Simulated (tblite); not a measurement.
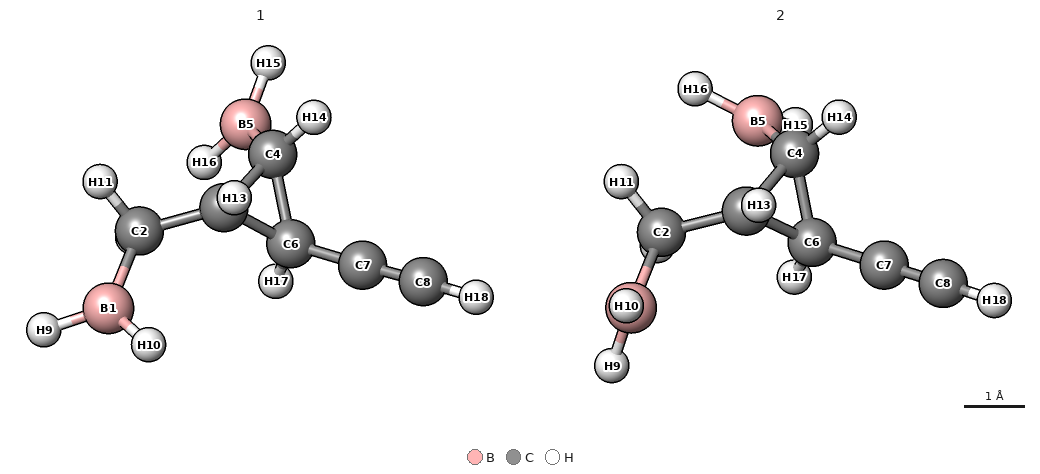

Two geometries of C6H10B2, drawn at one scale. One is the start of a relaxation, the other its converged end. A ball-and-stick model, seen from a free direction.

Computed with tblite, GFN2-xTB geometry optimisation, gas phase. 

Which one is relaxed?

Answer. Structure 1 is the relaxed one. Over 95 geometry steps the energy falls by 0.564 eV. An H atom moves most after the best rigid fit: 1.54 Å. Largest moves by element: H 1.54 Å, B 0.17 Å, C 0.13 Å. Among the contacts that change: B–C 1.592 → 1.533 Å, C–C 1.474 → 1.423 Å, C–C 1.528 → 1.487 Å, C–C 1.547 → 1.511 Å. Among the angles between lasting bonds that change: C–C–C 112.9° → 120.9°, B–C–C 109.0° → 115.9°, C–C–H 119.3° → 113.3°. Groups turn about B–C by about 85°, B–C by about 60°.
